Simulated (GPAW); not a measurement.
Consider NaMgF3 (Pm-3m).

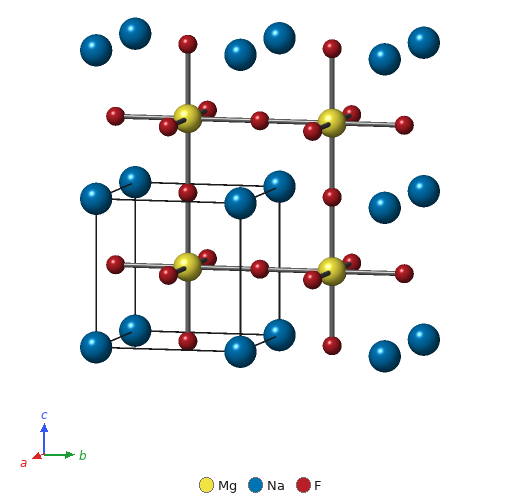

The structure (magnesium yellow, sodium blue, fluorine red). 1×2×2 cells are drawn. Some periodic images of atoms are drawn too.

```cif
data_structure
_symmetry_space_group_name_H-M 'P 1'
_symmetry_Int_Tables_number 1
_cell_length_a 3.9508
_cell_length_b 3.9508
_cell_length_c 3.9508
_cell_angle_alpha 90.000
_cell_angle_beta 90.000
_cell_angle_gamma 90.000
_cell_volume 61.67
loop_
_atom_site_label
_atom_site_type_symbol
_atom_site_fract_x
_atom_site_fract_y
_atom_site_fract_z
_atom_site_occupancy
Mg1 Mg 0.50000 0.50000 0.50000 1
Na2 Na 0.00000 0.00000 0.00000 1
F3 F 0.00000 0.50000 0.50000 1
F4 F 0.50000 0.00000 0.50000 1
F5 F 0.50000 0.50000 0.00000 1
```

Absorber: atom 1, with 6 F at 1.98 Å (octahedral, site symmetry m-3m). Method: GPAW, LDA, full core hole (charged cell), 10-atom cell with 5.6 Å between holes, 6×6×6 k points, dipole transitions, Gaussian full width 0.9 eV up to 4 eV, rising linearly to 3.5 eV at 25 eV.

Where do the maxima of the Mg K edge fall?

Main maxima up to 24 eV above the zero (height): 6.0 eV (1.96), 8.8 eV (3.56) and 14.6 eV (1.30). A K edge sees empty p states on the absorber. The total-energy difference plus the lowest empty eigenvalue puts the zero at 1308.70 eV. One term is added: -12.89 eV, since the hole is spin-paired here and a spin-polarised one costs that much less in the free atom (computed apart). The photon energy is then 1295.81 eV. The tabulated edge of the element is 1303 eV. The functional and the charged cell's background leave an error in such absolute values: in the free atom LDA prices this hole 6.5 eV below PBE (computed apart), and PBE is itself good to a few eV.

The Mg K spectrum (energy from the lowest empty level; intensity scaled to a mean of 1 over the first 20 eV):

```tsv
E (eV)	intensity
-2.0	0.00
-0.5	0.00
1.0	0.02
2.5	0.06
4.0	0.46
5.5	1.59
7.0	1.57
8.5	3.36
10.0	1.45
11.5	0.53
13.0	0.89
14.5	1.30
16.0	1.05
17.5	0.62
19.0	0.32
20.5	0.20
22.0	0.20
23.5	0.27
25.0	0.44
26.5	0.60
28.0	0.66
29.5	0.71
31.0	0.72
```

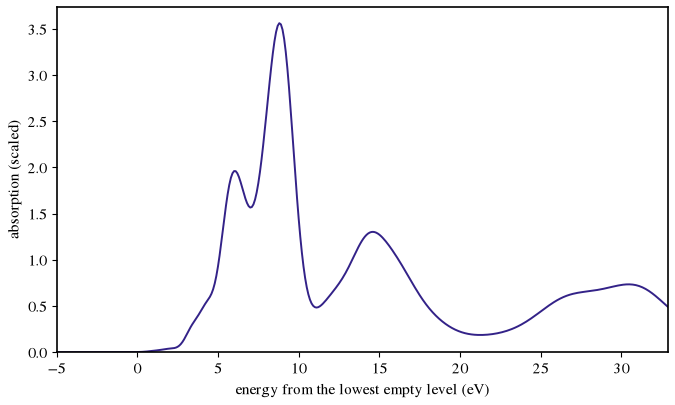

The Mg K edge.

The holes are only 5.6 Å apart, so the shape is probably not converged with cell size; no larger cell was run here. The mesh is coarse (0.27 Å⁻¹ between points), so small maxima may be mesh ripples. The structure is a computed Materials Project entry and may be a hypothetical form.

[Banner, clock and machine lines of the logs are left out without a mark of their own.]

[Logs are printed without paths, hosts, clocks, repeated set-up lines and the standing remarks that a program may print on its own settings, such as how far it seeks lower states.]

[Hosts, paths, dates, database ids (printed as entryN), source tags and the programs' standing remarks are cut or masked in the printed files.]

[Lists of maxima count a maximum above −3 eV only where it reaches 4 % of the highest in the window and stands out from its surroundings by 2 % of it (1.5 % where it reaches 55 %); shoulders and weaker maxima are passed over, and of the rest the first, up to two pre-edge ones and the few strongest are named.]
